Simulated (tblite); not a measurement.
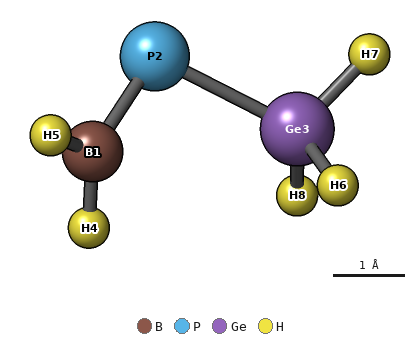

*The structure (ball-and-stick view, seen at a tilt; atoms are numbered from 1 in the order of the input). Sticks mark near contacts.*

Bond lengths as drawn: B–H 1.17 Å, B–P 1.83 Å, Ge–H 1.50 to 1.51 Å and Ge–P 2.29 Å.

## Energy and gradient calculation, with input and output: GeBPH₅ (charge +1)

GeBPH₅, charge +1, computed with GFN1-xTB, R-SCC (tblite 0.8.0).

The geometry is that of the parent species in another charge or spin state. The geometry comes from this level: GFN2-xTB.

**Output**
```
------------------------------------------------------------
  cycle        total energy    energy error   density error
------------------------------------------------------------
      1     -7.711551009179  -7.7819019E+00   3.5779790E-01
      2     -7.716001595778  -4.4505866E-03   2.0891542E-01
      3     -7.612677308994   1.0332429E-01   2.7274474E-01
      4     -7.747761579289  -1.3508427E-01   8.9280497E-02
      5     -7.742814185511   4.9473938E-03   9.7180417E-02
      6     -7.794281110695  -5.1466925E-02   1.5930974E-02
      7     -7.794654326763  -3.7321607E-04   1.1542144E-02
      8     -7.795045220255  -3.9089349E-04   2.6813291E-03
      9     -7.795047298132  -2.0778763E-06   1.4816411E-03
     10     -7.795052935133  -5.6370018E-06   3.7885878E-04
     11     -7.795053458311  -5.2317782E-07   9.8994301E-05
     12     -7.795053490449  -3.2137475E-08   1.7708267E-05
     13     -7.795053491459  -1.0104424E-09   2.5193196E-06
     14     -7.795053491474  -1.4812152E-11   1.1286548E-06
------------------------------------------------------------

 total:                                   0.046 sec
total energy: -212.11420945 eV
  MO   occupation   energy/eV
   4     2.0000     -19.2384
   5     2.0000     -18.5039
   6     2.0000     -18.1619
   7     2.0000     -17.8616
   8     2.0000     -17.7106
   9     0.0000     -17.0248
  10     0.0000     -14.2205
  11     0.0000     -12.2340
  12     0.0000     -11.9417
Dipole moment: 2.0318 D, components -0.5192 0.4370 -1.9151
atom     charge      dE/dx        dE/dy        dE/dz   (Eh/bohr)
B 1      0.2886   -0.0176082    0.0042446    0.0053787
P 2      0.1624    0.0156106    0.0047463    0.0029434
Ge3      0.3236   -0.0159368    0.0050088   -0.0269892
H 4      0.0696    0.0100639    0.0025604    0.0021884
H 5      0.0709    0.0026902   -0.0092178   -0.0030142
H 6      0.0046    0.0018638   -0.0017980    0.0039161
H 7      0.0166   -0.0006447   -0.0019850    0.0035562
H 8      0.0637    0.0039613   -0.0035591    0.0120207
gradient norm 0.045444 Eh/bohr
```

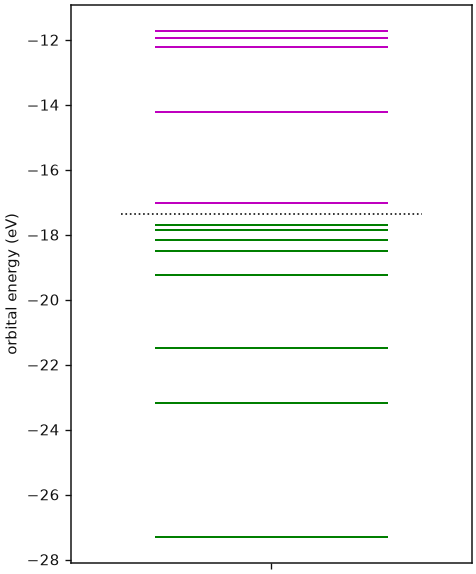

*Orbital energies near the frontier; the dotted line parts filled from empty levels, and levels within 0.02 eV of each other stand side by side.*

Highest filled −17.71 eV, lowest empty −17.02 eV, 0.69 eV apart.

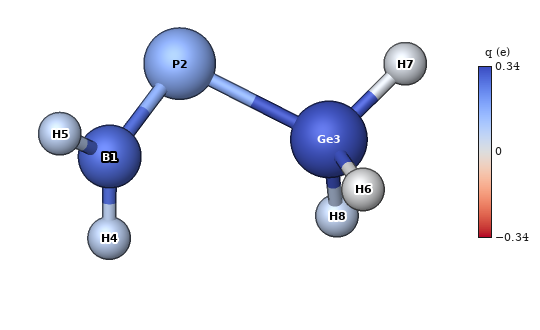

*Mulliken charges, as the colour of each atom (ball-and-stick view, seen at a tilt; atoms are numbered from 1 in the order of the input).*

By element: B +0.29, P +0.16, Ge +0.32 and H 0.00 to +0.07 e.

This output came from the following input.

**The input (script.py)**
```python
import json
import numpy as np
from tblite.interface import Calculator

symbols = ["B", "P", "Ge", "H", "H", "H", "H", "H"]
numbers = np.array([5, 15, 32, 1, 1, 1, 1, 1])
positions = np.array([
    [-0.915820, 1.192310, -1.031340],
    [0.575860, 0.166820, -1.331950],
    [0.733970, -0.877050, 0.701140],
    [-1.905300, 0.707160, -0.631920],
    [-0.917620, 2.326630, -1.321430],
    [0.504120, -0.036160, 1.929500],
    [2.124610, -1.428150, 0.840220],
    [-0.199820, -2.051580, 0.845790],
]) / 0.5291772  # angstrom to bohr

tb = Calculator("GFN1-xTB", numbers, positions, charge=1, uhf=0)
tb.set("accuracy", 0.1)
res = tb.singlepoint()

print(f"total energy: {res.get('energy') * 27.211386:.8f} eV")
eps = np.atleast_2d(res.get("orbital-energies")) * 27.211386
occ = np.atleast_2d(res.get("orbital-occupations"))
filled = occ.sum(axis=0) if eps.shape[0] == 1 else occ[0]
homo = np.nonzero(filled > 0.5)[0].max()
print("  MO   occupation   energy/eV")
for i in range(max(0, homo - 4), min(eps.shape[1], homo + 5)):
    print(f"{i + 1:4d} {filled[i]:10.4f} {eps[0, i]:12.4f}")
mu = res.get("dipole") * 2.541746
print(f"Dipole moment: {np.linalg.norm(mu):.4f} D, components " + " ".join(f"{c:.4f}" for c in mu))
q = res.get("charges")
g = res.get("gradient")
print("atom     charge      dE/dx        dE/dy        dE/dz   (Eh/bohr)")
for i, s in enumerate(symbols):
    print(f"{s:<2}{i + 1:<3} {q[i]:9.4f} {g[i, 0]:12.7f} {g[i, 1]:12.7f} {g[i, 2]:12.7f}")
print(f"gradient norm {np.linalg.norm(g):.6f} Eh/bohr")
out = {k: np.asarray(res.get(k)).tolist() for k in ("energy", "gradient", "charges", "dipole", "orbital-energies", "orbital-occupations")}
out.update(symbols=symbols, positions=(positions * 0.529177210903).tolist())
json.dump(out, open("results.json", "w"))
```

Command:
```bash
python script.py
```

**Summary**

| quantity | value |
| --- | --- |
| outcome | converged |
| total energy | −7.795053 hartree |
| basis functions | 32 |
| largest force | 1.632 eV/Å |
| HOMO | −17.71 eV |
| LUMO | −17.02 eV |
| hardware | 1 thread of Intel Xeon @ 2.50GHz (Skylake/Cascade Lake), 189 GiB of memory available, shared host |
| wall time | 1 s |
| peak memory | 0.067 GiB |
